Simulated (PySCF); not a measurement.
C₇H₁₃ClOSi (SMILES CC/C(C)=C(\C=O)C[SiH2]Cl)

```xyz
23

C     2.6620   -0.6070    0.8695
C     2.0387   -0.5902   -0.5309
C     0.7944    0.2465   -0.5218
C     0.9782    1.6974   -0.8199
C    -0.4380   -0.2219   -0.2026
C    -0.7000   -1.5980    0.1178
O    -1.8001   -1.9954    0.4643
C    -1.6434    0.6610   -0.1387
Si   -3.2183   -0.2210    0.5004
Cl   -4.5132    1.4055    0.5387
H     3.5874   -1.1771    0.8630
H     2.8816    0.4052    1.2008
H     1.9770   -1.0605    1.5823
H     1.8348   -1.6127   -0.8480
H     2.7556   -0.1622   -1.2344
H     2.0236    1.9449   -0.9814
H     0.5917    2.3096   -0.0050
H     0.4113    1.9695   -1.7111
H     0.1247   -2.3189    0.0512
H    -1.8406    1.0779   -1.1302
H    -1.4318    1.5221    0.5004
H    -3.1937   -0.5706    1.9153
H    -3.8868   -1.0772   -0.4696
```

Geometry: GFN2-xTB.

All numbers below come from PySCF 2.14.0, PBE0/pcSseg-1, SCF density, gas phase, non-relativistic.

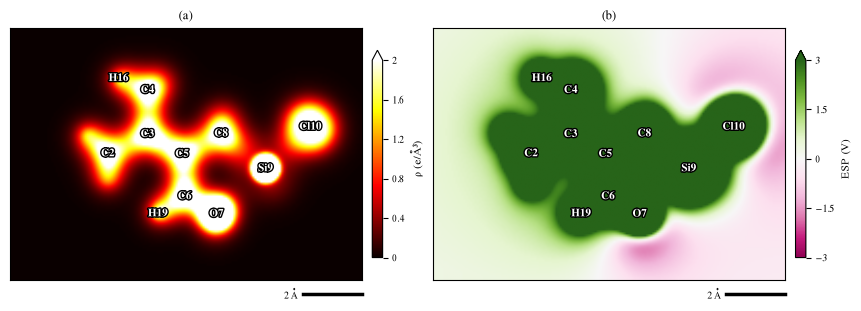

Figure 1. (a) total electron density; (b) molecular electrostatic potential on the plane of atoms C5, C6 and H19.

Describe what can be read from this map.

The section cuts through C, O, Si, Cl and H sites.
C–O (1.22 Å): the density is about 3.2 e/Å³ at the midpoint.
C–C (1.36 Å): ρ is about 2.2 e/Å³ halfway.
C–Si (1.91 Å): ρ is about 0.91 e/Å³ halfway.
Si–Cl (2.08 Å): ρ is about 0.86 e/Å³ halfway.
C–H (1.09 Å): ρ at the midpoint is about 2 e/Å³.
Outside the dense part of the molecule the potential is most negative (−1.7 V) near O7.

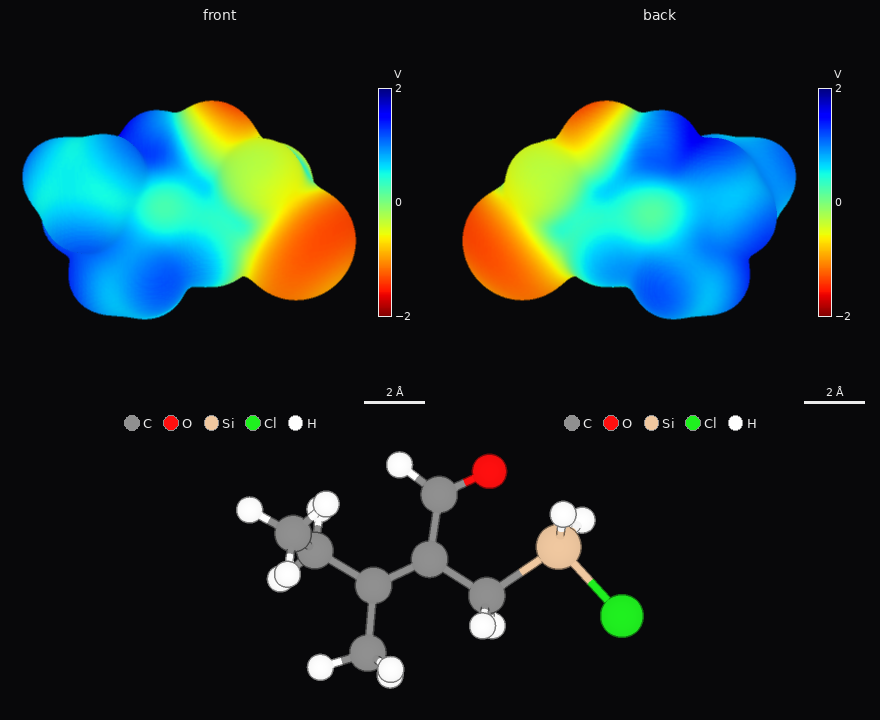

Figure 2. The electrostatic potential painted on the density surface at 0.002 e/bohr³, seen from the front and from behind; red is negative and blue positive. The bare structure is drawn below in the same view.

Where is the surface potential most negative and most positive?

The most negative region (about −1.3 V) lies over O7 and Cl10, the most positive (about +1.5 V) over H14 and H19.
